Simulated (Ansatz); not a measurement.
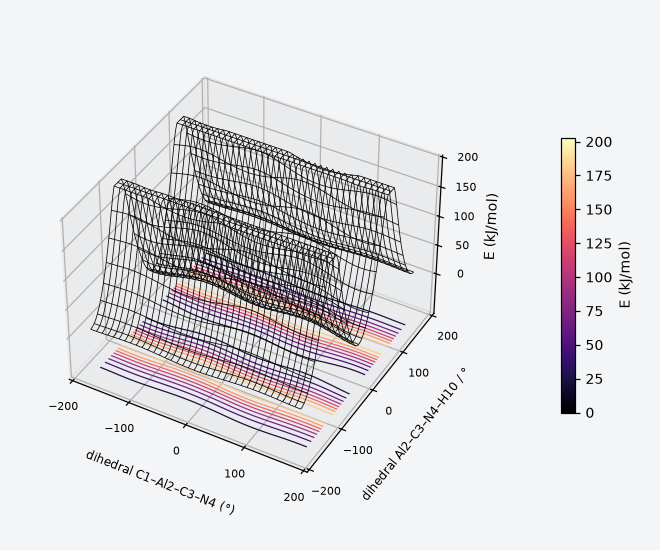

Energy landscape of C₂H₆AlN, SMILES [CH3][AlH][CH]=N. 
- First axis: dihedral C1–Al2–C3–N4. Second axis: dihedral Al2–C3–N4–H10.
- Nothing is relaxed (all other coordinates rigid).
- The grid has 18 × 18 points.
- Points are written as (first, second).
- Energies: kJ/mol, counted from the lowest grid point.
- The dihedral twists a double bond; near 90° a spin-restricted reference is unreliable.
- The calculation used RKS PBE-D4/def2-SVP (Ansatz 0.2.0).

The picture shows a relief with its contours projected below, any walls above the top of the colour scale cut off. Between grid points the surface is interpolated. 

> What does the map say about the system?

The lowest grid point is at (−180°, 0°). There are further wells near (0°, −180°) (7 kJ/mol above the lowest at that grid point); (0°, 0°) (8 kJ/mol above the lowest at that grid point); (−180°, −180°) (10 kJ/mol above the lowest at that grid point). The highest grid point, (−40°, −80°), lies 215 kJ/mol above the lowest. On the interpolated surface the easiest way out of the lowest well to the well at (0°, 0°) passes a barrier of about 15 kJ/mol. Round the minimum the valley is somewhat tilted: raising dihedral C1–Al2–C3–N4 shifts the best value of dihedral Al2–C3–N4–H10 downwards (coupling k₁₂/√(k₁₁k₂₂) about 0.2).

The input of one point:

```yaml
crystal:
  periodic: [false, false, false]
  atoms:
    - { symbol: C, position_ang: [-1.361673, 1.337536, -0.20975] }
    - { symbol: Al, position_ang: [0.325095, 0.334145, -0.279924] }
    - { symbol: C, position_ang: [0.601003, -1.469476, 0.538616] }
    - { symbol: "N", position_ang: [1.725998, -2.104951, 0.474732] }
    - { symbol: H, position_ang: [-1.310247, 2.321014, -0.71947] }
    - { symbol: H, position_ang: [-1.672629, 1.517157, 0.842746] }
    - { symbol: H, position_ang: [-2.187232, 0.756933, -0.676826] }
    - { symbol: H, position_ang: [1.659931, 0.862794, -1.006588] }
    - { symbol: H, position_ang: [-0.203209, -2.017342, 1.09161] }
    - { symbol: H, position_ang: [2.423928, -1.536391, -0.052332] }
basis:
  gaussian: { orbitals: def2-SVP }
hamiltonian:
  xc: pbe
  dispersion: d4
output:
  forces: true
```

Each point was launched as `ansatz run input.yaml --threads 1 --pin off --max-ram 2560MiB --backend cpu --events-out ev --progress --plain --runs-dir out`. Time for the 324 points that were run: 6.9 min on 1 thread of Intel(R) Xeon(R) 6975P-C (Granite Rapids), with other jobs on the host.
